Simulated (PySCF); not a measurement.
**C3H8F2Si: NMR shielding calculation**

- system: C3H8F2Si
- method: GIAO LC-wPBE/pcSseg-1 NMR shielding, non-relativistic, gas phase (PySCF 2.14.0)

The geometry comes from this level: PBE0-D3(BJ)/def2-SVP. Figures and captions count atoms from 1; the log counts them from 0 in places.

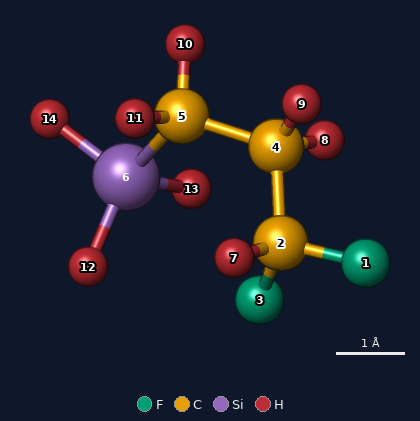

*The structure as given in the input (ball-and-stick view, seen at a tilt; atoms are numbered from 1 in the order of the input).*

Key numbers:

| quantity | value |
| --- | --- |
| outcome | converged |
| total energy | −608.009270 hartree |
| HOMO | −11.68 eV |
| LUMO | 3.00 eV |
| dipole moment | 2.30 D |
| isotropic shielding, F | 313.2 to 317.8 ppm |
| isotropic shielding, C | 66.2 to 187.4 ppm |
| isotropic shielding, Si | 419.4 ppm |
| isotropic shielding, H | 25.8 to 30.8 ppm |
| hardware | 1 CPU thread, shared host |
| wall time | 37 s |
| peak memory | 0.8 GiB |

The input:
```
{"job": {"kind": "nmr", "xc": "LC-wPBE", "basis": "pcSseg-1", "pop": false}, "charge": 0, "multiplicity": 1}
F     -2.782376    -0.610691    -0.674777
C     -1.650848     0.078597    -0.413407
F     -1.034470     0.313885    -1.602325
C     -0.749438    -0.724886     0.484465
C      0.539039    -0.009883     0.879803
Si     1.748304     0.480583    -0.500013
H     -1.935268     1.058141     0.013088
H     -0.535953    -1.668182    -0.045793
H     -1.336663    -0.989927     1.378655
H      1.108755    -0.662578     1.561543
H      0.311479     0.897198     1.468010
H      1.314048     1.700959    -1.239776
H      1.932824    -0.649662    -1.459774
H      3.066542     0.776776     0.144104
```

The first line tells a small driver script what to run in PySCF; the rest is the geometry in Å.

Command:
```bash
OMP_NUM_THREADS=1 python <driver script> task.json out
```

What the program printed:
```
coarse grid: 12016 points
cycle   1  E = -607.8327870507  dE =  6.223e-01  |g| = 7.620e-01  |ddm| = 3.037e+00
cycle   2  E = -607.8483158822  dE = -1.553e-02  |g| = 8.109e-01  |ddm| = 7.777e-01
cycle   3  E = -607.9407371377  dE = -9.242e-02  |g| = 5.172e-02  |ddm| = 3.748e-01
cycle   4  E = -607.9412916470  dE = -5.545e-04  |g| = 2.084e-02  |ddm| = 5.696e-02
cycle   5  E = -607.9413935769  dE = -1.019e-04  |g| = 4.604e-03  |ddm| = 2.754e-02
cycle   6  E = -607.9413991023  dE = -5.525e-06  |g| = 1.307e-03  |ddm| = 6.793e-03
final grid: 111736 points
cycle   7  E = -608.0092481285  dE = -5.963e-05  |g| = 1.254e-02  |ddm| = 2.517e-02
cycle   8  E = -608.0092458801  dE =  2.248e-06  |g| = 1.323e-02  |ddm| = 1.259e-02
cycle   9  E = -608.0092700592  dE = -2.418e-05  |g| = 5.641e-04  |ddm| = 5.869e-03
cycle  10  E = -608.0092701118  dE = -5.258e-08  |g| = 2.126e-04  |ddm| = 6.838e-04
cycle  11  E = -608.0092701127  dE = -8.735e-10  |g| = 6.426e-05  |ddm| = 3.105e-04
cycle  12  E = -608.0092701139  dE = -1.207e-09  |g| = 1.705e-05  |ddm| = 8.715e-05
cycle  13  E = -608.0092701140  dE = -1.197e-10  |g| = 9.676e-06  |ddm| = 4.588e-05
```

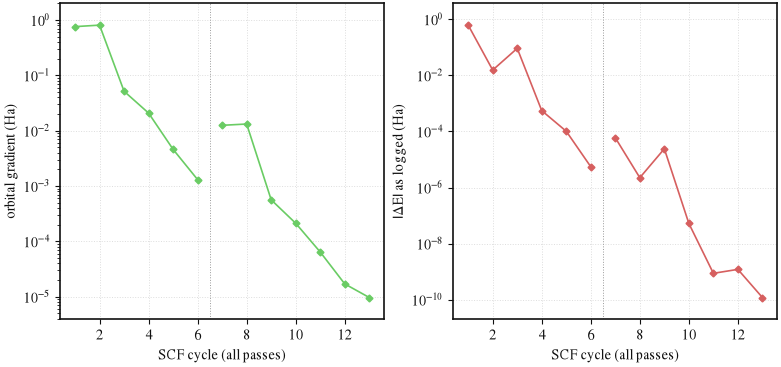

*Convergence of the self-consistent field: orbital gradient and size of the energy change against the SCF cycle. The dotted line marks the change from a coarse to the final integration grid.*

The first 6 cycles use a coarse grid, the final grid takes over at cycle 7, and the field converges after 13 cycles in all.

```
converged SCF energy = -608.0092701140

GIAO shielding tensors (ppm)
atom      isotropic    diamagn.    paramagn.     s11        s22        s33       span
  0 F      313.234     470.004    -156.770    215.033    337.806    386.863    171.830
  1 C       66.171     241.855    -175.683     44.373     71.155     82.986     38.614
  2 F      317.843     475.612    -157.770    228.450    338.820    386.258    157.807
  3 C      156.360     248.620     -92.261    141.328    156.218    171.533     30.205
  4 C      187.403     253.131     -65.728    177.533    186.480    198.197     20.664
  5 Si     419.372     878.633    -459.260    396.483    397.459    464.175     67.693
  6 H       25.773      29.018      -3.245     23.130     25.181     29.008      5.877
  7 H       29.616      30.644      -1.028     25.989     28.662     34.197      8.208
  8 H       29.502      29.842      -0.340     24.074     28.792     35.640     11.567
  9 H       30.597      30.681      -0.084     25.009     28.518     38.264     13.255
 10 H       30.797      31.278      -0.481     25.934     28.770     37.686     11.752
 11 H       27.443      28.610      -1.167     23.845     26.515     31.969      8.124
 12 H       27.500      28.602      -1.102     24.352     25.919     32.230      7.879
 13 H       27.585      28.167      -0.582     24.100     25.369     33.285      9.184
```

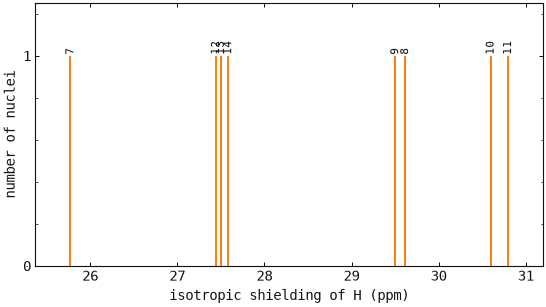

*Isotropic shieldings of the hydrogen nuclei in this fixed geometry, labelled by atom number; shielding grows to the right, so chemical shift grows to the left.*

The least shielded is H7 (25.8 ppm), the most shielded H11 (30.8 ppm).
